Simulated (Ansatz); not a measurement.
**Al: biaxial against axial strain**

Aim: for Al, strain the cell in the xy plane and along z independently.

Method: DFT PBEsol, scalar-relativistic, plane waves, PAW, in Ansatz 0.2.0.

## (1) The system as given

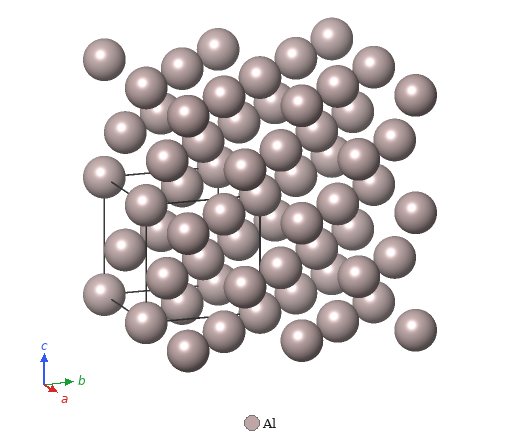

The starting structure, seen slightly off an axis (aluminium light grey). 2×2×2 cells are drawn. Atoms on the faces are drawn again on the opposite ones. The cell drawn here is the conventional one.

As a file:

```xyz
1
Lattice="0.0000 2.0240 2.0240 2.0240 0.0000 2.0240 2.0240 2.0240 0.0000" Properties=species:S:1:pos:R:3 pbc="T T T"
Al    0.0000    0.0000    0.0000
```

The cell is taken as given, not relaxed at this level.

## (2) The reference cell

Reference values: F = -524.5477 eV; pressure -1.91 GPa; largest force 0.000 eV/Å; gap on the mesh none (metal). It was computed beforehand with the settings of the runs below.

## (3) Next: biaxial against axial strain

The cell is strained by p along both x and y and by q along z, with fractional coordinates fixed.

## (4) At p = -0.050, q = -0.050

Input file input.yaml:

```yaml
crystal:
  lattice:
    - [0.0, 1.922781, 1.922781]
    - [1.922781, 0.0, 1.922781]
    - [1.922781, 1.922781, 0.0]
  atoms:
    - { symbol: Al, position: [0.0, 0.0, 0.0] }
basis:
  ecutwfc: 420
kpoints:
  mp_grid: { grid: [20, 20, 20] }
hamiltonian:
  xc: pbesol
scf:
  occupations: { method: gaussian, width: 0.15 }
output:
  forces: true
  stress: true
  eigenvalues: true
```

On the command line:

```sh
$ ansatz run input.yaml --threads 1 --pin off --max-ram 2560MiB --backend cpu --events-out ev --progress --plain --runs-dir out
```

The program printed, cut to the lines that bear on the results:

```text
Warning: RAYON_NUM_THREADS=1 ignored (pool sized by the plan → 1); use --threads N
[...]
Pseudopotentials: kind: paw
Pseudopotential: Al, paw, valence charge 3, recommended cutoff 420 eV (normal), Al.paw.azcp
Functional definition: PBEsol
[...]
Crystal: 1 atoms, lattice volume = 14.217 Å³
Basis set: ecut = 420 eV, 283 PW (Γ), exchange–correlation on 40×40×40 points (8 copies of the dense FFT grid, shifted against one another)
Bands: 6, of which v1, the nominal top of the filled ones, is band 2 counted from 1 (1 counted from 0)
Symmetry: 48 space group operations
Space group: Fm-3m (ITA 225), of the structure as read, at distance tolerance 2.4e-5 Å
k-points: 256 of 8000
[...]
SCF iter   1: F=—  HF=-524.473740 eV  |F-HF|=—  |Δ(HF+E_count)|=         —  Δρ=1.27e-3  dr2=1.62e-4  ethr=1.77e-3  ⟨swp⟩=4.9  Hψ=13056  notcnv=0
[...]
SCF iter   6: F=-524.473690 eV  HF=-524.473690 eV  |F-HF|=0.00e0  |Δ(HF+E_count)|=  4.55e-13  Δρ=1.37e-8  dr2=1.57e-14  ethr=1.00e-12  ⟨swp⟩=2.2  Hψ=5379  notcnv=0
[...]
SCF converged after 6 iterations
Free energy (F): -524.473690 eV
[...]
E sigma→0 (E₀):  -524.471785 eV
Entropy (-TS):   -0.003810 eV (-3.810 meV/atom)
Fermi energy:    9.544383 eV
[...]
--- Forces (eV/Å), atoms counted from 1 ---
  atom   1  Al    -0.00000000     0.00000000    -0.00000000
[...]
--- Stress (GPa, compression-positive) ---
       14.136704      -0.000000      -0.000000
        0.000000      14.136704      -0.000000
        0.000000      -0.000000      14.136704
  P = ⅓ Tr σ = 14.1367 GPa (141.367 kbar)
--- Band table (eV; the first three rows and the last of 256) ---
  k-point 0: bands = ["-2.6674", "22.8710", "22.8710", "22.8710", "25.6519", "25.6519"]
[...]
```

Wall time 1.3 s (1 thread of Arm Neoverse V2, shared host); peak memory 0.27 GiB.

## (5) At p = -0.050, q = 0.000

input.yaml, as its differences from that of step 4:

```diff
@@ -2,4 +2,4 @@
   lattice:
-    - [0.0, 1.922781, 1.922781]
-    - [1.922781, 0.0, 1.922781]
+    - [0.0, 1.922781, 2.02398]
+    - [1.922781, 0.0, 2.02398]
     - [1.922781, 1.922781, 0.0]
```

On the command line:

```sh
$ ansatz run input.yaml --threads 1 --pin off --max-ram 2560MiB --backend cpu --events-out ev --progress --plain --runs-dir out
```

The program printed, cut to the lines that bear on the results:

```text
[...]
SCF converged after 6 iterations
Free energy (F): -524.517312 eV
[...]
E sigma→0 (E₀):  -524.515281 eV
Entropy (-TS):   -0.004062 eV (-4.062 meV/atom)
Fermi energy:    8.940555 eV
[...]
--- Forces (eV/Å), atoms counted from 1 ---
  atom   1  Al     0.00000000    -0.00000000     0.00000000
[...]
--- Stress (GPa, compression-positive) ---
        9.313865      -0.000000       0.000000
       -0.000000       9.313865       0.000000
        0.000000       0.000000       4.930577
  P = ⅓ Tr σ = 7.8528 GPa (78.528 kbar)
--- Band table (eV; the first three rows and the last of 641) ---
  k-point 0: bands = ["-2.8757", "21.6244", "22.2260", "22.2260", "24.2976", "24.2976"]
[...]
```

Run time: 3.1 s. Hardware: 1 thread of Arm Neoverse V2, shared host; peak memory 0.33 GiB.

## (6) Point p = -0.050, q = 0.050

input.yaml, as its differences from that of step 5:

```diff
@@ -2,4 +2,4 @@
   lattice:
-    - [0.0, 1.922781, 2.02398]
-    - [1.922781, 0.0, 2.02398]
+    - [0.0, 1.922781, 2.125179]
+    - [1.922781, 0.0, 2.125179]
     - [1.922781, 1.922781, 0.0]
```

On the command line:

```sh
$ ansatz run input.yaml --threads 1 --pin off --max-ram 2560MiB --backend cpu --events-out ev --progress --plain --runs-dir out
```

The program printed, cut to the lines that bear on the results:

```text
[...]
SCF converged after 6 iterations
Free energy (F): -524.522960 eV
[...]
E sigma→0 (E₀):  -524.520538 eV
Entropy (-TS):   -0.004844 eV (-4.844 meV/atom)
Fermi energy:    8.362528 eV
[...]
--- Forces (eV/Å), atoms counted from 1 ---
  atom   1  Al     0.00000000     0.00000000     0.00000000
[...]
--- Stress (GPa, compression-positive) ---
        6.100213       0.000000       0.000000
        0.000000       6.100213       0.000000
        0.000000       0.000000      -1.923245
  P = ⅓ Tr σ = 3.4257 GPa (34.257 kbar)
--- Band table (eV; the first three rows and the last of 641) ---
  k-point 0: bands = ["-3.0621", "20.5292", "21.6951", "21.6951", "23.1006", "23.1006"]
[...]
```

Wall time 3.1 s (1 thread of Arm Neoverse V2, shared host); peak memory 0.34 GiB.

## (7) At p = 0.000, q = -0.050

input.yaml, as its differences from that of step 6:

```diff
@@ -2,5 +2,5 @@
   lattice:
-    - [0.0, 1.922781, 2.125179]
-    - [1.922781, 0.0, 2.125179]
-    - [1.922781, 1.922781, 0.0]
+    - [0.0, 2.02398, 1.922781]
+    - [2.02398, 0.0, 1.922781]
+    - [2.02398, 2.02398, 0.0]
   atoms:
```

On the command line:

```sh
$ ansatz run input.yaml --threads 1 --pin off --max-ram 2560MiB --backend cpu --events-out ev --progress --plain --runs-dir out
```

The program printed, cut to the lines that bear on the results:

```text
[...]
SCF converged after 6 iterations
Free energy (F): -524.543133 eV
[...]
E sigma→0 (E₀):  -524.541172 eV
Entropy (-TS):   -0.003922 eV (-3.922 meV/atom)
Fermi energy:    8.371081 eV
[...]
--- Forces (eV/Å), atoms counted from 1 ---
  atom   1  Al     0.00000000     0.00000000    -0.00000000
[...]
--- Stress (GPa, compression-positive) ---
        1.448344      -0.000000       0.000000
       -0.000000       1.448344       0.000000
        0.000000       0.000000       4.702523
  P = ⅓ Tr σ = 2.5331 GPa (25.331 kbar)
--- Band table (eV; the first three rows and the last of 641) ---
  k-point 0: bands = ["-3.0715", "20.9895", "20.9895", "21.5442", "22.9688", "23.1417"]
[...]
```

Wall time 3.2 s (1 thread of Arm Neoverse V2, shared host); peak memory 0.34 GiB.

## (8) Point p = 0.000, q = 0.050

input.yaml, as its differences from that of step 7:

```diff
@@ -2,4 +2,4 @@
   lattice:
-    - [0.0, 2.02398, 1.922781]
-    - [2.02398, 0.0, 1.922781]
+    - [0.0, 2.02398, 2.125179]
+    - [2.02398, 0.0, 2.125179]
     - [2.02398, 2.02398, 0.0]
```

On the command line:

```sh
$ ansatz run input.yaml --threads 1 --pin off --max-ram 2560MiB --backend cpu --events-out ev --progress --plain --runs-dir out
```

The program printed, cut to the lines that bear on the results:

```text
[...]
SCF converged after 6 iterations
Free energy (F): -524.525799 eV
[...]
E sigma→0 (E₀):  -524.523291 eV
Entropy (-TS):   -0.005016 eV (-5.016 meV/atom)
Fermi energy:    7.345761 eV
[...]
--- Forces (eV/Å), atoms counted from 1 ---
  atom   1  Al    -0.00000000     0.00000000     0.00000000
[...]
--- Stress (GPa, compression-positive) ---
       -4.374594       0.000000       0.000000
        0.000000      -4.374594       0.000000
        0.000000       0.000000      -6.254304
  P = ⅓ Tr σ = -5.0012 GPa (-50.012 kbar)
--- Band table (eV; the first three rows and the last of 641) ---
  k-point 0: bands = ["-3.4193", "19.2441", "19.7658", "19.7658", "20.6962", "20.6962"]
[...]
```

It took 3.3 s on 1 thread of Arm Neoverse V2, shared host; peak memory 0.34 GiB.

## (9) p = 0.050, q = -0.050

input.yaml, as its differences from that of step 8:

```diff
@@ -2,5 +2,5 @@
   lattice:
-    - [0.0, 2.02398, 2.125179]
-    - [2.02398, 0.0, 2.125179]
-    - [2.02398, 2.02398, 0.0]
+    - [0.0, 2.125179, 1.922781]
+    - [2.125179, 0.0, 1.922781]
+    - [2.125179, 2.125179, 0.0]
   atoms:
```

On the command line:

```sh
$ ansatz run input.yaml --threads 1 --pin off --max-ram 2560MiB --backend cpu --events-out ev --progress --plain --runs-dir out
```

The program printed, cut to the lines that bear on the results:

```text
[...]
SCF converged after 6 iterations
Free energy (F): -524.518798 eV
[...]
E sigma→0 (E₀):  -524.516771 eV
Entropy (-TS):   -0.004054 eV (-4.054 meV/atom)
Fermi energy:    7.348722 eV
[...]
--- Forces (eV/Å), atoms counted from 1 ---
  atom   1  Al    -0.00000000     0.00000000    -0.00000000
[...]
--- Stress (GPa, compression-positive) ---
       -5.520817       0.000000       0.000000
        0.000000      -5.520817       0.000000
        0.000000       0.000000      -2.287058
  P = ⅓ Tr σ = -4.4429 GPa (-44.429 kbar)
--- Band table (eV; the first three rows and the last of 641) ---
  k-point 0: bands = ["-3.4108", "19.3936", "19.3936", "20.3907", "20.6434", "20.9449"]
[...]
```

Run time: 3.4 s. Hardware: 1 thread of Arm Neoverse V2, shared host; peak memory 0.34 GiB.

## (10) Point p = 0.050, q = 0.000

input.yaml, as its differences from that of step 9:

```diff
@@ -2,4 +2,4 @@
   lattice:
-    - [0.0, 2.125179, 1.922781]
-    - [2.125179, 0.0, 1.922781]
+    - [0.0, 2.125179, 2.02398]
+    - [2.125179, 0.0, 2.02398]
     - [2.125179, 2.125179, 0.0]
```

On the command line:

```sh
$ ansatz run input.yaml --threads 1 --pin off --max-ram 2560MiB --backend cpu --events-out ev --progress --plain --runs-dir out
```

The program printed, cut to the lines that bear on the results:

```text
[...]
SCF converged after 6 iterations
Free energy (F): -524.492857 eV
[...]
E sigma→0 (E₀):  -524.490636 eV
Entropy (-TS):   -0.004442 eV (-4.442 meV/atom)
Fermi energy:    6.868402 eV
[...]
--- Forces (eV/Å), atoms counted from 1 ---
  atom   1  Al     0.00000000     0.00000000    -0.00000000
[...]
--- Stress (GPa, compression-positive) ---
       -8.051041       0.000000       0.000000
        0.000000      -8.051041       0.000000
        0.000000       0.000000      -6.382539
  P = ⅓ Tr σ = -7.4949 GPa (-74.949 kbar)
--- Band table (eV; the first three rows and the last of 641) ---
  k-point 0: bands = ["-3.5740", "18.7003", "18.7003", "19.1844", "19.5688", "19.7066"]
[...]
```

It took 3.7 s on 1 thread of Arm Neoverse V2, shared host; peak memory 0.35 GiB.

## (11) p = 0.050, q = 0.050

input.yaml, as its differences from that of step 10:

```diff
@@ -2,4 +2,4 @@
   lattice:
-    - [0.0, 2.125179, 2.02398]
-    - [2.125179, 0.0, 2.02398]
+    - [0.0, 2.125179, 2.125179]
+    - [2.125179, 0.0, 2.125179]
     - [2.125179, 2.125179, 0.0]
```

On the command line:

```sh
$ ansatz run input.yaml --threads 1 --pin off --max-ram 2560MiB --backend cpu --events-out ev --progress --plain --runs-dir out
```

The program printed, cut to the lines that bear on the results:

```text
[...]
SCF converged after 6 iterations
Free energy (F): -524.446503 eV
[...]
E sigma→0 (E₀):  -524.444115 eV
Entropy (-TS):   -0.004777 eV (-4.777 meV/atom)
Fermi energy:    6.410345 eV
[...]
--- Forces (eV/Å), atoms counted from 1 ---
  atom   1  Al    -0.00000000    -0.00000000    -0.00000000
[...]
--- Stress (GPa, compression-positive) ---
       -9.356232       0.000000       0.000000
       -0.000000      -9.356232       0.000000
        0.000000      -0.000000      -9.356232
  P = ⅓ Tr σ = -9.3562 GPa (-93.562 kbar)
--- Band table (eV; the first three rows and the last of 256) ---
  k-point 0: bands = ["-3.7202", "18.1275", "18.1275", "18.1275", "18.6133", "18.6133"]
[...]
```

Wall time 1.7 s (1 thread of Arm Neoverse V2, shared host); peak memory 0.28 GiB.

## (12) Point p = -0.050, q = -0.025

input.yaml, as its differences from that of step 11:

```diff
@@ -2,5 +2,5 @@
   lattice:
-    - [0.0, 2.125179, 2.125179]
-    - [2.125179, 0.0, 2.125179]
-    - [2.125179, 2.125179, 0.0]
+    - [0.0, 1.922781, 1.9733805]
+    - [1.922781, 0.0, 1.9733805]
+    - [1.922781, 1.922781, 0.0]
   atoms:
```

On the command line:

```sh
$ ansatz run input.yaml --threads 1 --pin off --max-ram 2560MiB --backend cpu --events-out ev --progress --plain --runs-dir out
```

The program printed, cut to the lines that bear on the results:

```text
[...]
SCF converged after 6 iterations
Free energy (F): -524.500899 eV
[...]
E sigma→0 (E₀):  -524.498948 eV
Entropy (-TS):   -0.003901 eV (-3.901 meV/atom)
Fermi energy:    9.244066 eV
[...]
--- Forces (eV/Å), atoms counted from 1 ---
  atom   1  Al     0.00000000     0.00000000     0.00000000
[...]
--- Stress (GPa, compression-positive) ---
       11.495654       0.000000       0.000000
        0.000000      11.495654       0.000000
        0.000000       0.000000       9.238672
  P = ⅓ Tr σ = 10.7433 GPa (107.433 kbar)
--- Band table (eV; the first three rows and the last of 641) ---
  k-point 0: bands = ["-2.7746", "22.2271", "22.5324", "22.5324", "24.9538", "24.9538"]
[...]
```

It took 3.1 s on 1 thread of Arm Neoverse V2, shared host; peak memory 0.33 GiB.

## (13) Point p = -0.050, q = 0.025

input.yaml, as its differences from that of step 12:

```diff
@@ -2,4 +2,4 @@
   lattice:
-    - [0.0, 1.922781, 1.9733805]
-    - [1.922781, 0.0, 1.9733805]
+    - [0.0, 1.922781, 2.0745795]
+    - [1.922781, 0.0, 2.0745795]
     - [1.922781, 1.922781, 0.0]
```

On the command line:

```sh
$ ansatz run input.yaml --threads 1 --pin off --max-ram 2560MiB --backend cpu --events-out ev --progress --plain --runs-dir out
```

The program printed, cut to the lines that bear on the results:

```text
[...]
SCF converged after 6 iterations
Free energy (F): -524.524098 eV
[...]
E sigma→0 (E₀):  -524.521873 eV
Entropy (-TS):   -0.004451 eV (-4.451 meV/atom)
Fermi energy:    8.630521 eV
[...]
--- Forces (eV/Å), atoms counted from 1 ---
  atom   1  Al    -0.00000000     0.00000000     0.00000000
[...]
--- Stress (GPa, compression-positive) ---
        7.659855       0.000000       0.000000
        0.000000       7.659855       0.000000
        0.000000       0.000000       0.992519
  P = ⅓ Tr σ = 5.4374 GPa (54.374 kbar)
--- Band table (eV; the first three rows and the last of 641) ---
  k-point 0: bands = ["-2.9714", "21.0594", "21.9478", "21.9478", "23.6810", "23.6810"]
[...]
```

Wall time 3.2 s (1 thread of Arm Neoverse V2, shared host); peak memory 0.34 GiB.

## (14) Point p = -0.025, q = -0.050

input.yaml, as its differences from that of step 13:

```diff
@@ -2,5 +2,5 @@
   lattice:
-    - [0.0, 1.922781, 2.0745795]
-    - [1.922781, 0.0, 2.0745795]
-    - [1.922781, 1.922781, 0.0]
+    - [0.0, 1.9733805, 1.922781]
+    - [1.9733805, 0.0, 1.922781]
+    - [1.9733805, 1.9733805, 0.0]
   atoms:
```

On the command line:

```sh
$ ansatz run input.yaml --threads 1 --pin off --max-ram 2560MiB --backend cpu --events-out ev --progress --plain --runs-dir out
```

The program printed, cut to the lines that bear on the results:

```text
[...]
SCF converged after 6 iterations
Free energy (F): -524.523090 eV
[...]
E sigma→0 (E₀):  -524.521114 eV
Entropy (-TS):   -0.003951 eV (-3.951 meV/atom)
Fermi energy:    8.950155 eV
[...]
--- Forces (eV/Å), atoms counted from 1 ---
  atom   1  Al     0.00000000     0.00000000     0.00000000
[...]
--- Stress (GPa, compression-positive) ---
        7.071824       0.000000       0.000000
        0.000000       7.071824       0.000000
        0.000000       0.000000       8.556433
  P = ⅓ Tr σ = 7.5667 GPa (75.667 kbar)
--- Band table (eV; the first three rows and the last of 641) ---
  k-point 0: bands = ["-2.8785", "21.8909", "21.8909", "22.1838", "24.2619", "24.3532"]
[...]
```

It took 3.2 s on 1 thread of Arm Neoverse V2, shared host; peak memory 0.33 GiB.

## (15) At p = -0.025, q = 0.000

input.yaml, as its differences from that of step 14:

```diff
@@ -2,4 +2,4 @@
   lattice:
-    - [0.0, 1.9733805, 1.922781]
-    - [1.9733805, 0.0, 1.922781]
+    - [0.0, 1.9733805, 2.02398]
+    - [1.9733805, 0.0, 2.02398]
     - [1.9733805, 1.9733805, 0.0]
```

On the command line:

```sh
$ ansatz run input.yaml --threads 1 --pin off --max-ram 2560MiB --backend cpu --events-out ev --progress --plain --runs-dir out
```

The program printed, cut to the lines that bear on the results:

```text
[...]
SCF converged after 6 iterations
Free energy (F): -524.546519 eV
[...]
E sigma→0 (E₀):  -524.544403 eV
Entropy (-TS):   -0.004232 eV (-4.232 meV/atom)
Fermi energy:    8.398827 eV
[...]
--- Forces (eV/Å), atoms counted from 1 ---
  atom   1  Al     0.00000000     0.00000000    -0.00000000
[...]
--- Stress (GPa, compression-positive) ---
        2.748931       0.000000       0.000000
        0.000000       2.748931       0.000000
        0.000000       0.000000       1.305047
  P = ⅓ Tr σ = 2.2676 GPa (22.676 kbar)
--- Band table (eV; the first three rows and the last of 641) ---
  k-point 0: bands = ["-3.0740", "20.9483", "21.2320", "21.2320", "23.0260", "23.0260"]
[...]
```

It took 3.1 s on 1 thread of Arm Neoverse V2, shared host; peak memory 0.34 GiB.

## (16) Point p = -0.025, q = 0.050

input.yaml, as its differences from that of step 15:

```diff
@@ -2,4 +2,4 @@
   lattice:
-    - [0.0, 1.9733805, 2.02398]
-    - [1.9733805, 0.0, 2.02398]
+    - [0.0, 1.9733805, 2.125179]
+    - [1.9733805, 0.0, 2.125179]
     - [1.9733805, 1.9733805, 0.0]
```

On the command line:

```sh
$ ansatz run input.yaml --threads 1 --pin off --max-ram 2560MiB --backend cpu --events-out ev --progress --plain --runs-dir out
```

The program printed, cut to the lines that bear on the results:

```text
[...]
SCF converged after 6 iterations
Free energy (F): -524.538174 eV
[...]
E sigma→0 (E₀):  -524.535845 eV
Entropy (-TS):   -0.004658 eV (-4.658 meV/atom)
Fermi energy:    7.827027 eV
[...]
--- Forces (eV/Å), atoms counted from 1 ---
  atom   1  Al     0.00000000     0.00000000     0.00000000
[...]
--- Stress (GPa, compression-positive) ---
        0.066089       0.000000       0.000000
        0.000000       0.066089       0.000000
        0.000000       0.000000      -4.415690
  P = ⅓ Tr σ = -1.4278 GPa (-14.278 kbar)
--- Band table (eV; the first three rows and the last of 641) ---
  k-point 0: bands = ["-3.2486", "19.8638", "20.6903", "20.6903", "21.8537", "21.8537"]
[...]
```

Wall time 3.2 s (1 thread of Arm Neoverse V2, shared host); peak memory 0.34 GiB.

## (17) p = 0.000, q = -0.025

input.yaml, as its differences from that of step 16:

```diff
@@ -2,5 +2,5 @@
   lattice:
-    - [0.0, 1.9733805, 2.125179]
-    - [1.9733805, 0.0, 2.125179]
-    - [1.9733805, 1.9733805, 0.0]
+    - [0.0, 2.02398, 1.9733805]
+    - [2.02398, 0.0, 1.9733805]
+    - [2.02398, 2.02398, 0.0]
   atoms:
```

On the command line:

```sh
$ ansatz run input.yaml --threads 1 --pin off --max-ram 2560MiB --backend cpu --events-out ev --progress --plain --runs-dir out
```

The program printed, cut to the lines that bear on the results:

```text
[...]
SCF converged after 6 iterations
Free energy (F): -524.549750 eV
[...]
E sigma→0 (E₀):  -524.547545 eV
Entropy (-TS):   -0.004410 eV (-4.410 meV/atom)
Fermi energy:    8.122789 eV
[...]
--- Forces (eV/Å), atoms counted from 1 ---
  atom   1  Al    -0.00000000     0.00000000     0.00000000
[...]
--- Stress (GPa, compression-positive) ---
       -0.147872       0.000000       0.000000
        0.000000      -0.147872       0.000000
        0.000000       0.000000       0.576624
  P = ⅓ Tr σ = 0.0936 GPa (0.936 kbar)
--- Band table (eV; the first three rows and the last of 641) ---
  k-point 0: bands = ["-3.1661", "20.6375", "20.6375", "20.9102", "22.3896", "22.4711"]
[...]
```

It took 3.2 s on 1 thread of Arm Neoverse V2, shared host; peak memory 0.34 GiB.

## (18) p = 0.000, q = 0.025

input.yaml, as its differences from that of step 17:

```diff
@@ -2,4 +2,4 @@
   lattice:
-    - [0.0, 2.02398, 1.9733805]
-    - [2.02398, 0.0, 1.9733805]
+    - [0.0, 2.02398, 2.0745795]
+    - [2.02398, 0.0, 2.0745795]
     - [2.02398, 2.02398, 0.0]
```

On the command line:

```sh
$ ansatz run input.yaml --threads 1 --pin off --max-ram 2560MiB --backend cpu --events-out ev --progress --plain --runs-dir out
```

The program printed, cut to the lines that bear on the results:

```text
Warning: RAYON_NUM_THREADS=1 ignored (pool sized by the plan → 1); use --threads N
[...]
[... 3 set-up lines as earlier in the session ...]
[...]
Crystal: 1 atoms, lattice volume = 16.997 Å³
Basis set: ecut = 420 eV, 331 PW (Γ), exchange–correlation on 40×40×40 points (8 copies of the dense FFT grid, shifted against one another)
Bands: 6, of which v1, the nominal top of the filled ones, is band 2 counted from 1 (1 counted from 0)
Symmetry: 16 space group operations
Space group: I4/mmm (ITA 139), of the structure as read, at distance tolerance 2.6e-5 Å
k-points: 641 of 8000
[...]
SCF iter   1: F=—  HF=-524.539727 eV  |F-HF|=—  |Δ(HF+E_count)|=         —  Δρ=6.29e-4  dr2=2.79e-5  ethr=1.77e-3  ⟨swp⟩=4.7  Hψ=32425  notcnv=0
[...]
SCF iter   6: F=-524.539757 eV  HF=-524.539757 eV  |F-HF|=9.09e-13  |Δ(HF+E_count)|=  1.50e-11  Δρ=9.08e-8  dr2=1.65e-12  ethr=1.00e-12  ⟨swp⟩=2.0  Hψ=13100  notcnv=0
[...]
SCF converged after 6 iterations
Free energy (F): -524.539757 eV
[...]
E sigma→0 (E₀):  -524.537281 eV
Entropy (-TS):   -0.004952 eV (-4.952 meV/atom)
Fermi energy:    7.614737 eV
[...]
--- Forces (eV/Å), atoms counted from 1 ---
  atom   1  Al     0.00000000     0.00000000     0.00000000
[...]
--- Stress (GPa, compression-positive) ---
       -3.222565       0.000000       0.000000
        0.000000      -3.222565       0.000000
        0.000000       0.000000      -4.395477
  P = ⅓ Tr σ = -3.6135 GPa (-36.135 kbar)
--- Band table (eV; the first three rows and the last of 641) ---
  k-point 0: bands = ["-3.3396", "19.7640", "20.0289", "20.0289", "21.2516", "21.2516"]
[...]
```

It took 3.3 s on 1 thread of Arm Neoverse V2, shared host; peak memory 0.34 GiB.

[end of part 1 of 2]
